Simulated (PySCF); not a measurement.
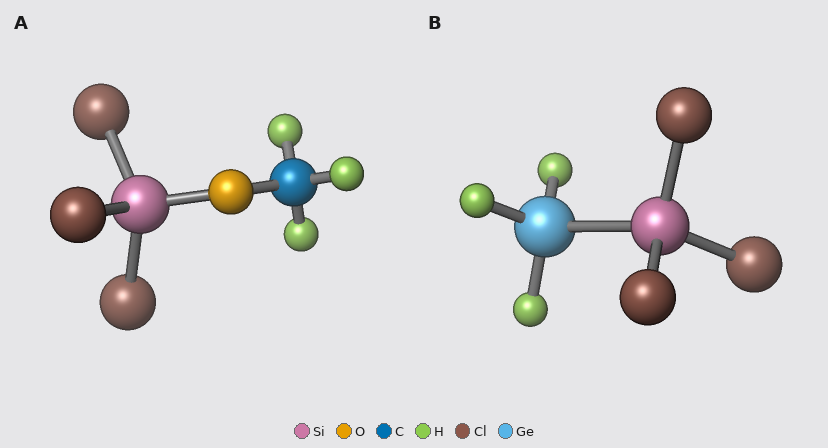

Two related species, optimised with PBE0-D3(BJ)/def2-SVP; properties computed with PySCF 2.14.0. Both: charge 0, singlet.

Question: What are A and B?

Answer: A is Si(OMe)Cl3 (CO[Si](Cl)(Cl)Cl), B is Si(GeH3)Cl3.

Compare them. With B3LYP/def2-SVPD: dipole moment (D), HOMO–LUMO gap (eV), HOMO energy (Kohn–Sham orbital) (eV), lowest vertical singlet excitation (eV), mean static polarisability (bohr³). With PBE0-D3(BJ)/def2-SVP: mean Si–Cl length (Å).

```json
{"quantity": "dipole moment (D)", "A": "1.85", "B": "1.77"}
{"quantity": "HOMO–LUMO gap (eV)", "A": "8.11", "B": "7.38"}
{"quantity": "HOMO energy (Kohn–Sham orbital) (eV)", "A": "−8.87", "B": "−8.43"}
{"quantity": "lowest vertical singlet excitation (eV)", "A": "7.11", "B": "6.63"}
{"quantity": "mean static polarisability (bohr³)", "A": "80.0", "B": "100.9"}
{"quantity": "mean Si–Cl length (Å)", "A": "2.039", "B": "2.058"}
```

Each is one conformer, and no frequency run is at hand to confirm it as a minimum.
